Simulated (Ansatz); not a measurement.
# BH3Br− (SMILES [H][B-]([H])([H])Br): methods side by side

BH3Br− has 5 atoms, charge -1, and is taken as a singlet. As SMILES, `[H][B-]([H])([H])Br`. Geometry: relaxed at GFN2-xTB.

```xyz
5

B    -0.0024    0.0017   -0.1851
Br    0.0152   -0.0198    1.8429
H     1.1495    0.0105   -0.5598
H    -0.5857    1.0038   -0.5364
H    -0.5765   -0.9962   -0.5616
```

Each level gives the energy change with the B1–H5 bond stretched from 1.211 to 3.028 Å (eV). The values are calculated.

| level | kind | program | value (eV) |
| --- | --- | --- | --- |
| SVWN5/STO-3G (restricted) | LDA | Ansatz | 6.42 |
| BLYP/STO-3G (restricted) | GGA | Ansatz | 5.81 |
| PBE/STO-3G (restricted) | GGA | Ansatz | 6.05 |
| r2SCAN/STO-3G (restricted) | meta-GGA | Ansatz | 6.43 |
| PBE0/STO-3G (restricted) | global hybrid | Ansatz | 6.87 |
| wB97M-V/STO-3G (restricted) | range-separated hybrid | Ansatz | 7.20 |
| B2PLYP/STO-3G (restricted) | double hybrid | Ansatz | 6.58 |
| RPA@PBE/STO-3G (restricted) | RPA | Ansatz | 5.76 |
| CCSDT(Q)/STO-3G (restricted) | coupled cluster or CI | Ansatz | 5.78 |
| CCSDTQ/STO-3G (restricted) | coupled cluster or CI | Ansatz | 5.74 |

All-electron rows without a relativistic Hamiltonian named are non-relativistic. Sets without diffuse functions describe the anion poorly. The first shape isn't each level's own minimum. The values span 5.74 to 7.20 eV. All rows use very small basis sets, so even the best lies far from the true value. In the correlated wave-function rows the outer d shell of Br is correlated, in sets not made for it.

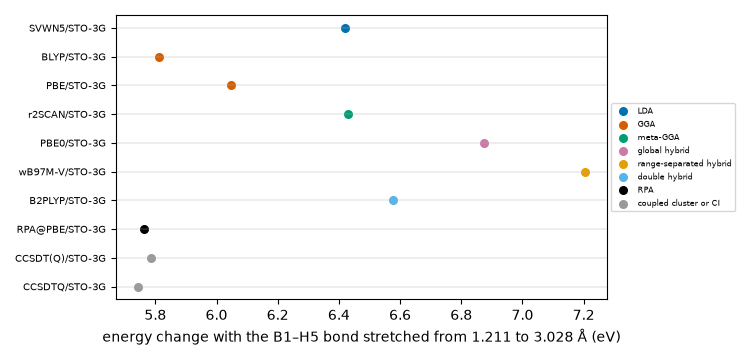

The values of the table, level by level.
